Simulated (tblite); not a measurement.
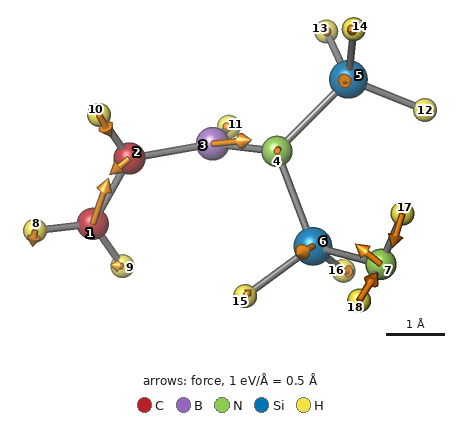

Starting geometry of C2H11BN2Si2 with the computed forces as orange arrows. Style: ball-and-stick. Shown at a tilt.

Computed with tblite 0.8.0, GFN2-xTB geometry optimisation, gas phase. 

> What follows when this structure is relaxed?

It isn't relaxed: the largest force vector, on C atoms, is 1.81 eV/Å. The final displacements have little in common with the starting forces (cosine between the two patterns 0.20). H11 moves most after the best rigid fit: 1.91 Å. Largest moves by element: H 1.91 Å, B 0.65 Å, N 0.56 Å, C 0.53 Å, Si 0.45 Å. Near-neighbour distances that change, for instance: B3–N4 1.520 → 1.409 Å, Si6–N7 1.779 → 1.723 Å, N7–H17 1.043 → 1.007 Å, Si6–H15 1.490 → 1.457 Å. Bond angles that change, for instance: B3–N4–Si6 110.9° → 122.2°, H8–C1–H9 124.0° → 115.6°, N4–Si6–N7 114.6° → 106.7°. Groups turn about C2–B3 by about 55°. Over 168 geometry steps the energy falls by 24.5 kcal/mol.
